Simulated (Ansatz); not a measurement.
**C2H2F2 (vinylidene fluoride) at PBE0/aug-cc-pVDZ**

Aim: the electronic atomisation energy of C2H2F2 (vinylidene fluoride) at PBE0/aug-cc-pVDZ, from 4 runs. 

The results are computed with Ansatz 0.2.0.

47 further runs of the same task are left out: 47 set aside as unsound or not needed.

## 1. Starting point

C2H2F2 has 6 atoms, charge 0, and is taken as a singlet. SMILES: `C=C(F)F`. The shape is that of a PBE0-D4/def2-TZVP optimisation.

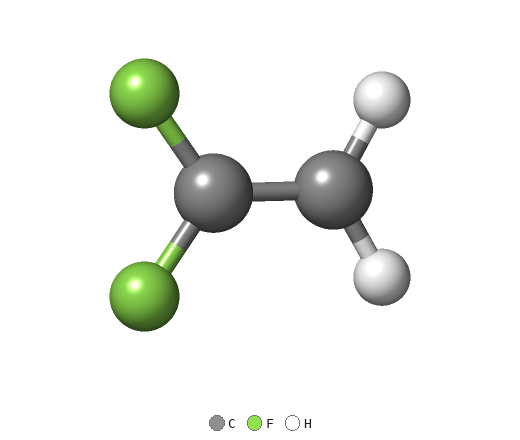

Viewed from a chosen angle; carbon grey, fluorine green, hydrogen white.

## 2. The energy at PBE0/aug-cc-pVDZ

in.yaml reads:

```yaml
crystal:
  periodic: [false, false, false]
  atoms:
    - {symbol: C, position_ang: [-0.115900, 0.471000, -0.544400]}
    - {symbol: C, position_ang: [0.105000, -0.394600, 0.420100]}
    - {symbol: F, position_ang: [-0.454900, -0.363600, 1.607600]}
    - {symbol: F, position_ang: [0.919200, -1.422100, 0.343000]}
    - {symbol: H, position_ang: [0.394200, 0.360600, -1.488400]}
    - {symbol: H, position_ang: [-0.805600, 1.284800, -0.384200]}
basis:
  gaussian: {orbitals: aug-cc-pVDZ}
hamiltonian: {xc: {name: PBE0}}
accuracy: high
output: {orbitals: {seedname: orbitals}}
```

On the command line:

```
$ ansatz run in.yaml --threads 1 --pin off --max-ram 3480MiB --events-out events.jsonl --progress --plain --runs-dir runs
```

The log of the run:

```text
Warning: RAYON_NUM_THREADS=1 ignored (pool sized by the plan → 1); use --threads N
Functional definition: PBE0
  name "PBE0"
  parameter a = 0.25
  parameter kappa = 0.804
  parameter beta = 0.06672455060314922
  exchange = (1 - a)*pbe_x(kappa = kappa, mu = beta*pi^2/3) + a*exact_x
  correlation = pbe_c(beta = beta)
2192 factors; integrals over basis functions are off by at most 3.1e-9 eV
mean field evaluation 1: about -7527.3209 eV, gradient 4.9e1 eV
mean field evaluation 2: about -7524.5227 eV, gradient 5.6e1 eV
mean field evaluation 4: about -7532.6770 eV, gradient 1.9e0 eV
mean field evaluation 8: about -7532.6852 eV, gradient 1.7e-1 eV
mean field evaluation 16: about -7532.6853 eV, gradient 4.7e-6 eV
mean field -7532.68527097 eV, -276.8210778707 hartree, gradient 9.7e-9 eV, S^2 0.000000; 0 other end points of the search recorded, 0 dependent functions left out
reference -7532.68527630 eV, -276.8210780665 hartree; 16, 16 occupied and 94, 94 virtual orbitals, 2192 factors
Total energy: -7532.68527630 eV, -276.8210780665 hartree
```

Run time: 7.2 s. Hardware: 1 thread of Arm Neoverse V1, shared host; peak memory 0.34 GiB.

## 3. The C atom, same level

job.yaml reads:

```yaml
crystal:
  periodic: [false, false, false]
  atoms:
    - {symbol: C, position_ang: [0.000000, 0.000000, 0.000000]}
basis:
  gaussian:
    orbitals: aug-cc-pVDZ
magnetization:
  spin_polarized: true
  initial_magnetization: 2
hamiltonian:
  xc: {name: PBE0}
accuracy: high
```

Run the same way, it converges to -37.80077 Eh (log not shown).

## 4. The F atom at the same level

job.yaml reads:

```yaml
crystal:
  periodic: [false, false, false]
  atoms:
    - {symbol: F, position_ang: [0.000000, 0.000000, 0.000000]}
basis:
  gaussian:
    orbitals: aug-cc-pVDZ
magnetization:
  spin_polarized: true
  initial_magnetization: 1
accuracy: high
hamiltonian:
  xc: pbe0
```

Run the same way, it converges to -99.64640 Eh (log not shown).

## 5. The H atom at the same level

molecule.yaml reads:

```yaml
crystal:
  periodic: [false, false, false]
  atoms:
    - {symbol: H, position_ang: [0.000000, 0.000000, 0.000000]}
basis:
  gaussian:
    orbitals: aug-cc-pVDZ
magnetization:
  spin_polarized: true
  initial_magnetization: 1
hamiltonian:
  xc: pbe0
accuracy: high
```

On the command line:

```
$ ansatz run molecule.yaml --threads 1 --pin off --max-ram 3480MiB --events-out events.jsonl --progress --plain --runs-dir runs
```

The log of the run, shortened:

```text
Warning: RAYON_NUM_THREADS=1 ignored (pool sized by the plan → 1); use --threads N
[... 7 set-up lines as earlier in the session ...]
42 factors; integrals over basis functions are off by at most 4.4e-8 eV
mean field evaluation 1: about -13.6231 eV, gradient 2.5e-1 eV
mean field evaluation 2: about -13.6224 eV, gradient 2.3e-1 eV
mean field evaluation 4: about -13.6234 eV, gradient 7.5e-4 eV
mean field evaluation 8: about -13.6234 eV, gradient 7.9e-9 eV
mean field -13.62340876 eV, -0.5006510378 hartree, gradient 8.3e-8 eV, S^2 0.750000; 0 other end points of the search recorded, 0 dependent functions left out
reference -13.62341311 eV, -0.5006511975 hartree; 1, 0 occupied and 8, 9 virtual orbitals, 42 factors
Total energy: -13.62341311 eV, -0.5006511975 hartree
```

It took 0.16 s on 1 thread of Arm Neoverse V1, shared host.

## 6. Results

At PBE0/aug-cc-pVDZ:

```
                     quantity          value
       molecule: total energy  -276.82108 Eh
        molecule: HOMO energy       -7.79 eV
        molecule: LUMO energy        0.04 eV
      molecule: HOMO–LUMO gap        7.83 eV
         C atom: total energy   -37.80077 Eh
                 C atom: ⟨S²⟩          2.004
         F atom: total energy   -99.64640 Eh
                 F atom: ⟨S²⟩          0.752
         H atom: total energy    -0.50065 Eh
                 H atom: ⟨S²⟩          0.750
electronic atomisation energy      25.182 eV
```

Taking the molecule apart into free atoms costs 25.18 eV (581 kcal/mol), before zero-point energy and without spin-orbit coupling.
